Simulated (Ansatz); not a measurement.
# CH5BClN: what the fields show

```yaml
atoms:
  - { symbol: B, position_ang: [-0.0540, 0.1302, 0.0867] }
  - { symbol: N, position_ang: [0.0367, -0.1840, 1.4335] }
  - { symbol: H, position_ang: [-0.7482, -0.5193, 1.9625] }
  - { symbol: H, position_ang: [0.8875, -0.0961, 1.9599] }
  - { symbol: Cl, position_ang: [1.4366, 0.7141, -0.7200] }
  - { symbol: C, position_ang: [-1.3714, 0.0056, -0.7520] }
  - { symbol: H, position_ang: [-2.2180, -0.3729, -0.1717] }
  - { symbol: H, position_ang: [-1.6479, 0.9813, -1.1663] }
  - { symbol: H, position_ang: [-1.2155, -0.6589, -1.6083] }
```

Level of theory: Ansatz 0.2.0, RKS BHLYP/def2-SVP.

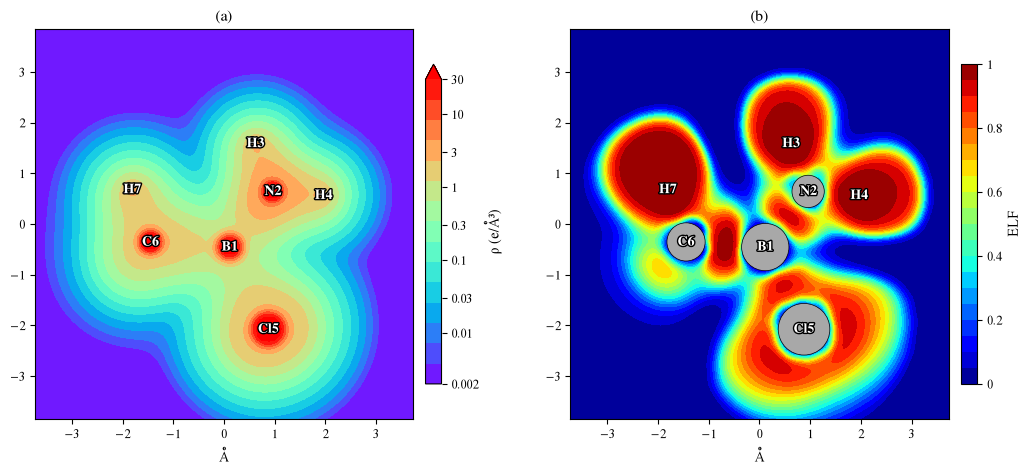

Figure 1. (a) electron density; (b) ELF on the plane of atoms B1, C6 and H7. Grey discs cover the atomic cores in the ELF map.

Describe what can be read from this map.

- The plane passes through B, N, H, Cl and C nuclei.
- B–N (1.39 Å): ρ is about 2 e/Å³ halfway; the ELF peaks at about 0.95 between the atoms (a polar covalent bond).
- C–B (1.57 Å): ρ at the midpoint is about 1.5 e/Å³; the ELF peaks at about 1 between the atoms; localised, covalent bonding.
- B–Cl (1.79 Å): the density is about 1.3 e/Å³ at the midpoint; the ELF peaks at about 0.90 between the atoms, as expected for a shared but strongly polarised pair.
- N–H (1.00 Å): the density is about 2.9 e/Å³ at the midpoint; the ELF climbs to about 1 towards the hydrogen, as it does in any bond to H; a covalent bond by its length.
- C–H (1.09 Å): ρ is about 1.9 e/Å³ halfway; the ELF climbs to about 1 towards the hydrogen (an ordinary covalent bond to hydrogen).
- The ELF also peaks beside Cl5, away from the bonds: lone-pair regions.

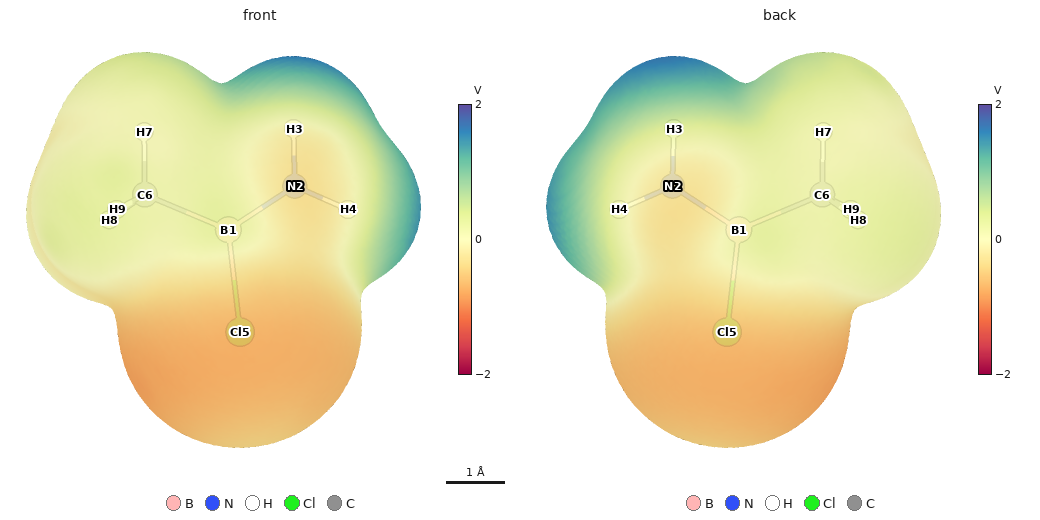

Figure 2. The molecular electrostatic potential painted on the density surface at 0.001 e/bohr³, seen from the front and from behind; red is negative and blue positive.

Describe the electrostatic potential map.

The most negative region (about −0.8 V) lies over Cl5, the most positive (about +1.6 V) over H3.

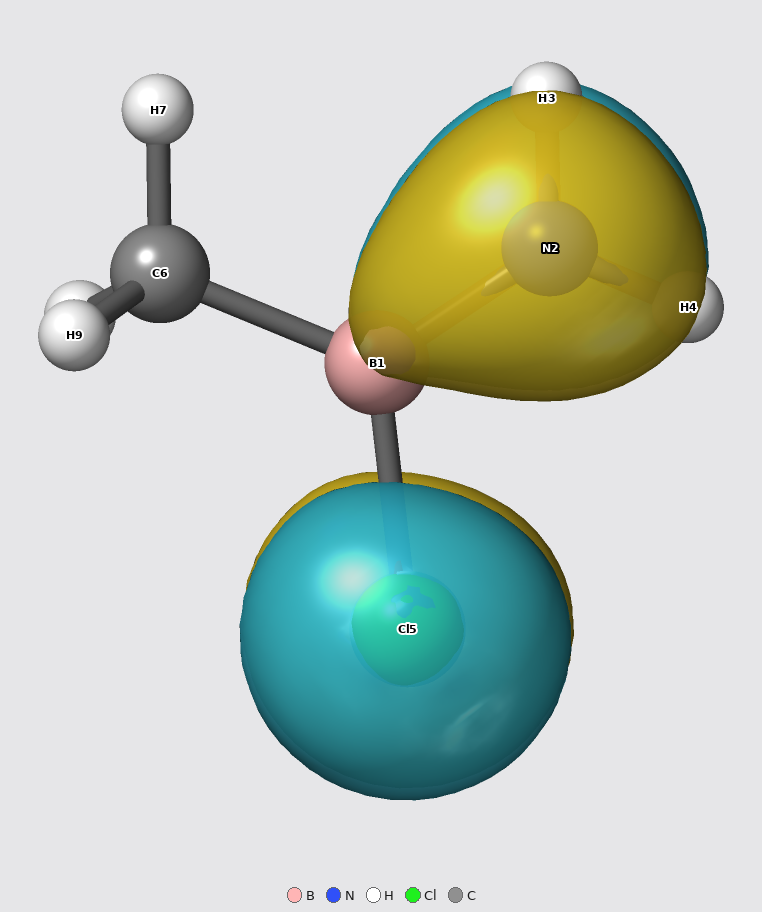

Figure 3. The HOMO at ±0.1 Å⁻³ᐟ² (yellow and cyan are the two phases), seen across its widest extent.

Describe this orbital and give its energy.

By Hirshfeld shares it lies mainly on Cl5 (about 45 %), N2 (about 40 %) and B1 (about 10 %); largely a combination of lone pairs on Cl5 and N2. Its energy is −9.28 eV.
